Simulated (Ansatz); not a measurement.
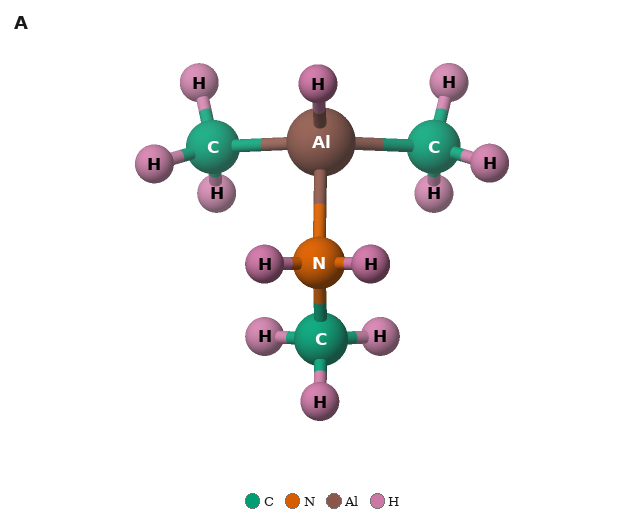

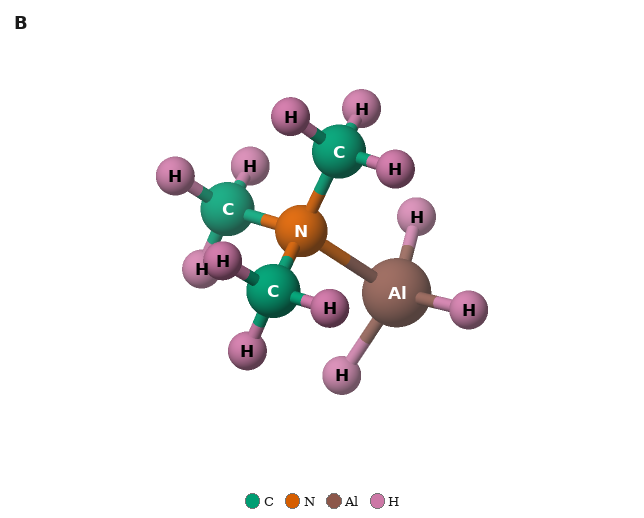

2 stationary structures of one formula. Geometries: PBE-D4/def2-SVP. Electronic energies: PBE-D4/def2-SVP (Ansatz 0.2.0), without zero-point energy. No frequency run is at hand to confirm each as a minimum. Each is one conformer, not always the lowest.

### Are they conformers, stereoisomers or constitutional isomers?

They are constitutional isomers of C3H12AlN: A `C[NH2+][AlH-]([CH3])[CH3]`, B `C[N+](C)(C)[AlH3-]`.

### Which is lowest in energy, and by how much?

A is lowest; B lies 94.7 kJ/mol above it.
